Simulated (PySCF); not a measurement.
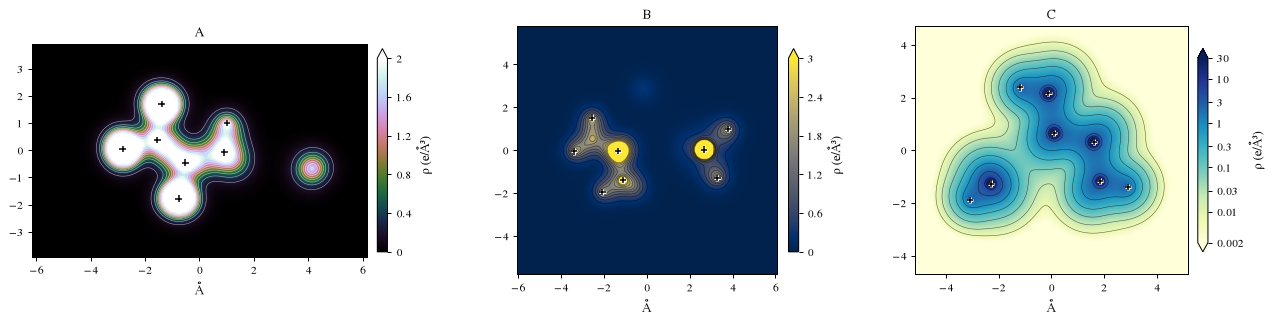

The total electron density of 3 systems, each on a plane through atoms (crosses mark nuclei in the plane).

Computed with PBE0/pcSseg-1, SCF density, gas phase, non-relativistic in PySCF 2.14.0.

System 1: C2H13ClOSi4 (SMILES COC[SiH2][Si]([SiH3])([SiH3])Cl), the plane of atoms H20, Si7 and H21. Geometry: GFN2-xTB.

```csv
atom,x (Å),y (Å),z (Å)
C,2.3691,0.7768,0.1690
O,1.2943,0.2275,0.8810
C,1.2634,-1.2000,0.8388
Si,0.4155,-1.7876,-0.7739
Si,-1.3014,-0.2043,-0.9337
Si,-0.6762,1.9509,-1.6301
Si,-2.6919,-0.2228,0.9614
Cl,-2.5068,-0.9347,-2.5074
H,2.3243,0.5245,-0.8967
H,2.3035,1.8569,0.2855
H,3.3277,0.4249,0.5709
H,2.2729,-1.5979,0.9804
H,0.6753,-1.4964,1.7091
H,0.0936,-3.2092,-0.5763
H,1.4233,-1.8139,-1.8510
H,-0.2433,2.7392,-0.4752
H,0.4294,1.9646,-2.5983
H,-1.7727,2.6891,-2.2643
H,-1.9708,0.3370,2.1045
H,-3.1210,-1.5730,1.3458
H,-3.9171,0.5654,0.7947
```

System 2: C4H5ClF4Si (SMILES FC(F)=C(F)C[SiH2][C@H](F)Cl), the plane of atoms C2, C4 and F5. Geometry: GFN2-xTB.

```
atom    x (Å)    y (Å)    z (Å)
   F  -2.6150  -1.0926   1.3258
   C  -2.7662  -0.4568   0.1645
   F  -3.9653  -0.6930  -0.3502
   C  -1.8135   0.2981  -0.3676
   F  -2.0566   0.8903  -1.5547
   C  -0.4601   0.5252   0.1874
  Si   0.8686  -0.3065  -0.9236
   C   2.5657   0.0769  -0.0831
   F   2.7731   1.4254  -0.0149
  Cl   3.8491  -0.6371  -1.0949
   H  -0.2733   1.6008   0.2194
   H  -0.4257   0.1448   1.2067
   H   0.7155  -1.7599  -0.9227
   H   0.8883   0.3015  -2.2491
   H   2.7111  -0.3090   0.9296
```

System 3: C4H13BN2 (SMILES CC[C@H](C)NBN), the plane of atoms C2, C3 and C4. Geometry: GFN2-xTB.

```xyz
20

C    -1.7652    0.8048    1.0854
C    -1.6031   -0.1375   -0.1011
C    -0.1499   -0.1798   -0.6005
C    -0.0410   -1.0192   -1.8795
N     0.7276   -0.6975    0.4224
B     1.8780   -0.1268    0.9871
N     2.3618    1.1334    0.6082
H    -1.5551    1.8303    0.7888
H    -1.0728    0.5302    1.8779
H    -2.7793    0.7613    1.4761
H    -1.9048   -1.1471    0.1898
H    -2.2529    0.1826   -0.9182
H     0.1655    0.8431   -0.8280
H     0.9939   -1.0514   -2.2122
H    -0.6518   -0.5945   -2.6726
H    -0.3743   -2.0383   -1.6924
H     0.4444   -1.6164    0.7251
H     2.4560   -0.7287    1.8138
H     3.1814    1.5432    1.0149
H     1.9365    1.7189   -0.0881
```

Which map belongs to which system?

Answer. Panel A is system 2, C4H5ClF4Si: the plane holds F, C and H. C–F (1.33 Å): ρ at the midpoint is about 2.4 e/Å³. Panel B is system 1, C2H13ClOSi4: the plane holds O, C, Si and H. C–O (1.43 Å): ρ is about 2 e/Å³ halfway, with its minimum of 1.7 e/Å³ about 0.5 Å from C. Panel C is system 3, C4H13BN2: the plane holds C, N and H. C–C (1.52 Å): ρ is about 1.6 e/Å³ halfway.
